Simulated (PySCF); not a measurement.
SMILES [NH2][Cd][CH3], CAM-B3LYP/def2-SVP optimised geometry. Atoms within 1.6 Å of the plane z = 1.0 Å (x, y, z in Å): Cd1 (0.02, -0.35, 0.00), C2 (-2.08, -0.22, 0.00), H3 (-2.50, -0.82, 0.81), H5 (-2.41, 0.82, 0.14), N6 (2.02, -0.35, 0.00), H8 (2.50, -0.75, 0.80).

Level of theory: CAM-B3LYP/def2-TZVP, def2 effective core potentials past Kr run with PySCF 2.14.0. The core electrons that the potentials of Cd replace are not part of the density.

Map of the log10 of the electron density (e/bohr³), floored at −4 on the plane z = 1.0 Å:

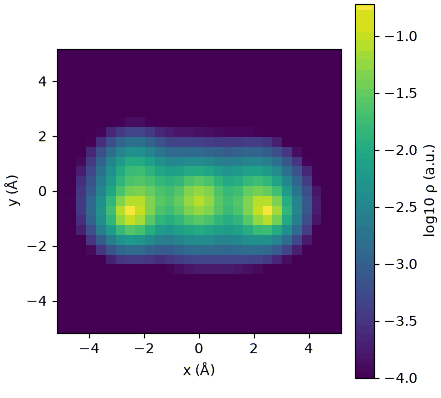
Fig. 1. Log10 of the electron density (e/bohr³), floored at −4 on the plane z = 1.0 Å.
